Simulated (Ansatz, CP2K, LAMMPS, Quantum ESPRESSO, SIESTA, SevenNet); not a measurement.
**Amorphous 25TiO2-75Al2O3 (mol %) (108 atoms): relaxed, then solved by several programs**

Aim: relax amorphous 25TiO2-75Al2O3 (mol %) (108 atoms), then compare forces, pressure and levels from several programs at that geometry.

These are calculated values.

## 1. The cell

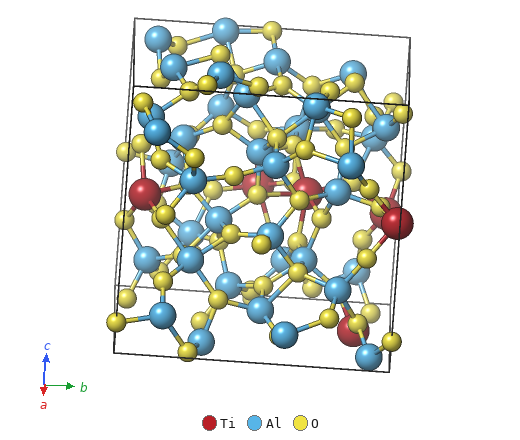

The cell (titanium red, aluminium blue, oxygen yellow). Bonds to atoms that aren't drawn are left out. Some periodic images of atoms are drawn too.

The cell holds 108 atoms (6 Ti, 36 Al and 66 O), with edges of 10.70, 10.70 and 10.70 Å. Recipe: 108 atoms (6 Ti, 36 Al, 66 O) placed at random at 3.14 g/cm³, melted at 5000 K for 10 ps at fixed volume with the Morse and Coulomb pair potential with partial charges (Pedone, Malavasi, Menziani, Cormack and Segre, J. Phys. Chem. B 110, 11780 (2006)). Quenched from 5000 K to 300 K at 50 K/ps and fixed volume, held 5 ps, then minimised at fixed cell. Then the atoms were relaxed with SevenNet l3i5 in the fixed cell. Then the atoms were relaxed with CP2K double zeta, PBE.

## 2. The relaxation

CP2K double zeta (DZVP-MOLOPT-SR, GTH-PBE potentials, 640 Ry; k-points Γ) took 15 geometry steps and reached its thresholds. It started from the geometry that SevenNet l3i5 had relaxed.

It took 19 min on 4 MPI ranks of Arm Neoverse V1, shared host; peak memory 3.8 GiB; 76 min of CPU time.

```csv
,before,after
energy (meV/atom),0,-0.8
Al-O bonds under 2.43 Å,163 at 1.846 Å,163 at 1.845 Å
Ti-O bonds under 2.64 Å,33 at 1.975 Å,33 at 1.974 Å
```

Atoms moved by 0.03 Å r.m.s. and 0.13 Å at most, with the common shift taken off.

## 3. Structure of the relaxed cell

Density 3.14 g/cm³, 11.33 Å³ an atom.

Pair distribution functions g(r), in bins of 0.2 Å:

```csv
r (Å),total,O-O,O-Al,O-Ti,Al-Al,Al-Ti,Ti-Ti
1.60,0.03,0.00,0.07,0.00,0.00,0.00,0.00
1.80,3.66,0.00,8.30,4.11,0.00,0.00,0.00
2.00,0.83,0.00,1.21,5.02,0.00,0.00,0.00
2.20,0.21,0.00,0.27,1.48,0.00,0.00,0.00
2.40,0.21,0.52,0.04,0.00,0.00,0.00,0.00
2.60,0.89,2.09,0.15,0.00,0.43,0.00,0.00
2.80,1.32,2.76,0.24,0.15,1.41,0.82,0.00
3.00,1.35,2.22,0.43,0.13,2.47,1.51,2.96
3.20,1.06,1.11,0.68,0.00,2.71,1.75,0.00
3.40,0.95,0.66,0.83,0.32,2.17,2.33,4.75
3.60,0.84,0.47,1.19,0.75,0.58,1.73,2.12
3.80,0.99,0.64,1.39,1.71,0.46,0.48,0.00
4.00,0.96,0.70,1.21,1.61,0.66,0.69,0.00
4.20,1.16,0.66,1.76,1.67,0.60,0.51,0.00
4.40,0.98,0.64,1.46,1.20,0.39,0.58,0.00
4.60,1.10,0.91,1.21,2.09,0.89,0.74,0.00
4.80,1.00,1.16,0.91,0.70,0.92,1.27,0.00
5.00,1.02,1.44,0.59,0.73,1.26,1.08,2.21
5.20,1.00,1.39,0.65,0.50,1.14,1.42,1.96
```

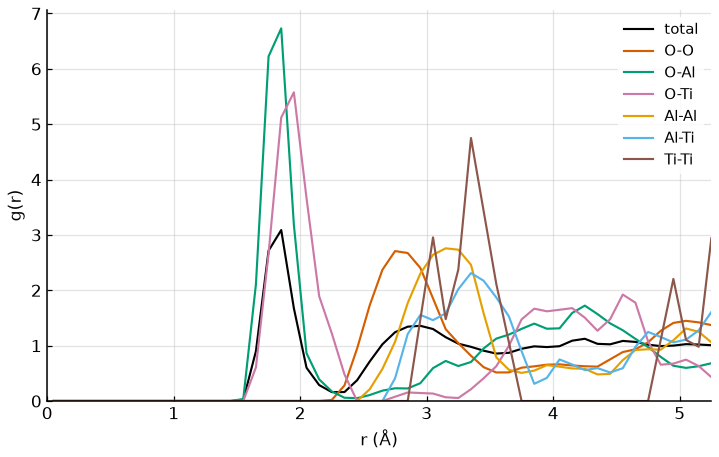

Pair distribution functions, lightly smoothed.

Bonds by pair of elements; cutoffs follow the first minimum of g(r), held within bounds set by covalent radii, and pairs that aren't listed don't count as bonded:

```csv
pair A-B,cutoff (Å),bonds,mean length (Å),spread (Å),shortest (Å),B about A,A about B
O-Al,2.43,163,1.84,0.104,1.69,2.47,4.53
O-Ti,2.64,33,1.97,0.153,1.72,0.5,5.5
```

How many atoms have how many bonded neighbours:

```csv
element,mean,2,3,4,5,6
Al,4.53,0,0,18,17,1
O,2.97,7,54,5,0,0
Ti,5.5,0,0,0,3,3
```

Bond angles, per cent of each kind in bins of 5°:

```csv
angle (°),O-Al-O,Al-O-Al,O-Ti-O,Al-O-Ti
70–75,0.3,0.0,9.3,0.0
75–80,5.5,0.0,6.7,0.0
80–85,9.2,0.7,9.3,0.0
85–90,8.2,3.5,10.7,0.0
90–95,8.5,7.8,10.7,9.4
95–100,10.6,5.7,8.0,11.3
100–105,8.2,7.8,12.0,17.0
105–110,12.3,9.9,1.3,3.8
110–115,11.3,7.1,9.3,3.8
115–120,5.1,9.9,1.3,5.7
120–125,4.1,14.9,2.7,5.7
125–130,3.4,9.9,0.0,13.2
130–135,2.7,8.5,1.3,7.5
135–140,1.0,7.1,1.3,1.9
140–145,1.7,5.0,0.0,9.4
145–150,1.0,0.7,2.7,3.8
150–155,0.7,0.7,2.7,1.9
155–160,0.7,0.0,5.3,1.9
160–165,2.1,0.0,4.0,0.0
165–170,1.0,0.7,0.0,1.9
170–175,1.0,0.0,1.3,1.9
175–180,1.4,0.0,0.0,0.0
```

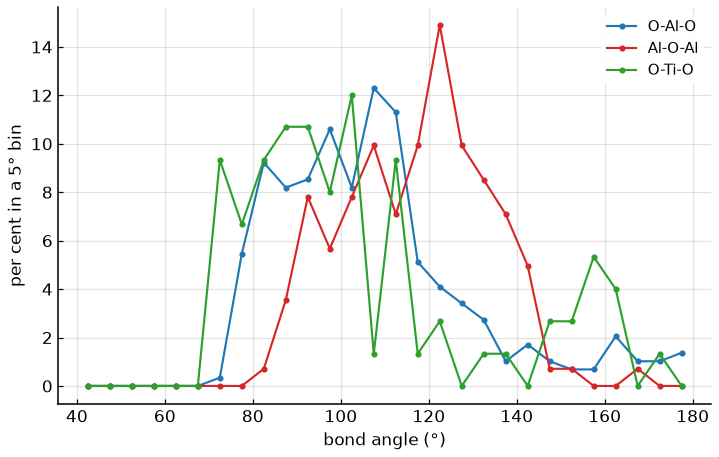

Distributions of the most common bond angles.

Bond angles (no mean is given where the spread exceeds 20°):

```csv
angle,count,mean (°),spread (°)
O-Al-O,293,-,-
Al-O-Al,141,117,16.2
O-Ti-O,75,-,-
Al-O-Ti,53,-,-
Ti-O-Ti,5,117,16.8
```

Oxygen atoms by the number of network formers (Si, P, Ge, B, Al, As, Ga) bound to them:

```csv
network formers bound to O,O atoms,per cent
0,0,0
1,10,15.2
2,18,27.3
3,35,53
4,3,4.5
```

Network units: each former by its oxygen neighbours and how many of them bridge to another former:

```csv
former,O neighbours,bridging O,atoms
Al,4,3,4
Al,4,4,14
Al,5,4,6
Al,5,5,11
Al,6,6,1
```

Bond length by coordination (bonds to H left out):

```csv
element,coordination,atoms,mean bond length (Å)
Al,4,18,1.79
Al,5,17,1.88
Al,6,1,1.99
O,2,7,1.75
O,3,54,1.86
O,4,5,1.99
Ti,5,3,1.93
Ti,6,3,2.01
```

Rings of the network by King's shortest-path rule, up to 12 atoms, one path for each pair of neighbours; H, halogens, alkali and alkaline-earth atoms are left out, and the last column divides by all other atoms, bonded or not:

```csv
ring size (atoms),rings,per network atom
4,29,0.269
6,56,0.519
8,114,1.06
10,31,0.287
12,1,0.009
```

For some of the pairs, g(r) has its first main peak near 2.8 Å (O-O), 1.8 Å (O-Al), 1.9 Å (O-Ti), 3.2 Å (Al-Al) and 3.3 Å (Al-Ti). By these cutoffs 50 % of Al atoms have 4, 82 % of O atoms have 3 and 50 % of Ti atoms have 5 and as many 6 bonded neighbours. Counting bonds to Al alone, not to Ti, 27 % of the oxygens join two of these atoms and 15 % one; 53 % join three; 4 % join four. The commonest Al unit has 4 oxygens, 4 of them shared with other formers (14 of 36 atoms). Rings of 8 atoms are the most common (49 % of those counted); sizes run from 4 to 12, where the search stops.

## 4. The plane-wave reference

Quantum ESPRESSO 7.5: Kohn-Sham DFT, PBE, SSSP efficiency 1.3.0 pseudopotentials, plane waves. Its input for the relaxed cell:

```
&control
  calculation = 'scf'
  pseudo_dir = './pseudo'
  outdir = './tmp'
  disk_io = 'none'
  tprnfor = .true.
  tstress = .true.
/
&system
  ibrav = 0
  nat = 108
  ntyp = 3
  ecutwfc = 60
  ecutrho = 480
  nosym = .true.
  occupations = 'smearing'
  smearing = 'fd'
  degauss = 0.003675
/
&electrons
  conv_thr = 5.4e-07
  electron_maxstep = 100
  mixing_beta = 0.4
  mixing_mode = 'plain'
  diagonalization = 'david'
/
ATOMIC_SPECIES
Ti 47.867 Ti.upf
Al 26.982 Al.upf
O 15.999 O.upf
CELL_PARAMETERS angstrom
10.69510 0.00000 0.00000
0.00000 10.69510 0.00000
0.00000 0.00000 10.69510
ATOMIC_POSITIONS crystal
Ti 0.04874 0.48923 0.42196
Ti 0.79523 0.99237 0.50534
Ti 0.55697 0.86510 0.03381
[... 103 atom lines left out ...]
O 0.94707 0.76937 0.17123
O 0.19416 0.92760 0.01128
K_POINTS gamma
```

Elapsed: 5.8 min, on 4 MPI ranks of Arm Neoverse V1, shared host; peak memory 4.5 GiB.

## 5. All levels at this geometry

CPU times are from a shared host and are rough.

```
          level                    basis or training data  k-points  own r.m.s. force (meV/Å)  difference from the reference (meV/Å)  pressure (GPa)  Kohn-Sham gap (eV)  CPU time  memory (GiB)
        QE, PBE   plane waves, SSSP efficiency, 60/480 Ry         Γ                        47                                      -            1.32                2.60    23 min           4.5
SIESTA DZP, PBE  DZP orbitals, shift 0.01 Ry, mesh 400 Ry         Γ                       123                                    105            3.66                2.41    15 min           3.3
  SevenNet l3i5        trained on PBE(+U) plane-wave data         -                        63                                     66            1.28                   -      13 s           2.0
```

The gap is the spacing of the highest filled and lowest empty Kohn-Sham level on the mesh; a dash marks partly filled levels, a spacing under 0.15 eV or a method without such levels.

## 6. Outcome

Relaxation in the fixed cell lowers the energy by 1 meV/atom at its own level and moves atoms by up to 0.13 Å. The reference finds an r.m.s. force of 47 meV/Å there and a pressure of 1.32 GPa, at a geometry that CP2K double zeta made. Forces differ from the reference's by 66 meV/Å (SevenNet l3i5) and 105 meV/Å (SIESTA DZP, PBE).

CP2K double zeta is at its own minimum here, so the reference's force is itself a measure of how the two differ. Pressures lie -0.0 GPa (SevenNet l3i5) and +2.3 GPa (SIESTA DZP, PBE) from the reference's. The highest filled and lowest empty levels lie 2.60 eV apart in the reference, against 2.41 eV in SIESTA DZP, PBE. By these cutoffs 50 % of Al atoms have 4, 82 % of O atoms have 3 and 50 % of Ti atoms have 5 and as many 6 bonded neighbours. Rings of 8 atoms are the most common (49 % of those counted); sizes run from 4 to 12, where the search stops.

Caveats: The density was set by the recipe and held. One sample of a disordered cell; defect or tail levels can set the gap. Gaps are read on the mesh, which holds the band edges only if they fold onto it, and semilocal functionals tend to put them under measured ones. The quench rate of 50 K/ps is many orders above laboratory rates, so the cell is likely richer in defects and strain than a real sample. The reference samples only Γ, in a cell whose shortest periodic width is 11 Å. The plane-wave runs aren't exact: their cutoffs and mesh weren't converged further here. SIESTA's automatically made basis is far from complete, and its potentials were converted by us (checked for H, C, O, Si, Ge and Ca alone). Where levels are smeared, the DFT runs use Fermi–Dirac occupations at 580 K (0.05 eV), and energies are free energies.

[Logs are printed without paths, hosts, clocks, repeated set-up lines and the standing remarks that a program may print on its own settings, such as how far it seeks lower states.]

[Hosts, paths, dates, database ids (printed as entryN), source tags and the programs' standing remarks are cut or masked in the printed files.]
